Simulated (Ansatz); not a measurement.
## Pressure series in hypothetical Pm-3n Ge

Base system: Ge (space group Pm-3n, No. 223; a = 5.417 Å; a hypothetical phase, not in the database extracts checked).

Cell and atoms are relaxed at each pressure.

The values are results of DFT with PBE, PAW potentials and a 420 eV plane-wave cutoff in Ansatz (an electronic-structure program), scalar-relativistic without spin-orbit coupling, not measurements.

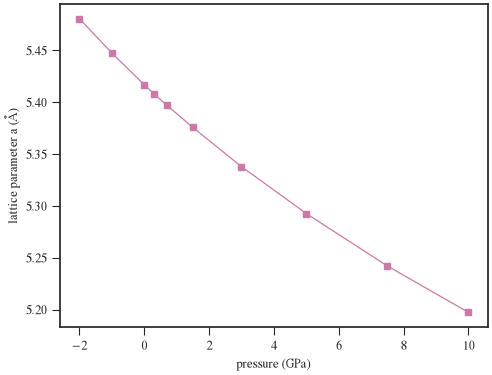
*Lattice parameter a against pressure*

```tsv
pressure (GPa)	lattice parameter a
-2	5.481 Å
-1	5.448 Å
0.3	5.408 Å
0.7	5.397 Å
1.5	5.376 Å
3	5.338 Å
5	5.293 Å
7.5	5.242 Å
10	5.197 Å
```

Load acts through the strain it causes; cell and atoms are relaxed under it. Stability against distortions was not tested. No other phases were tried under pressure.
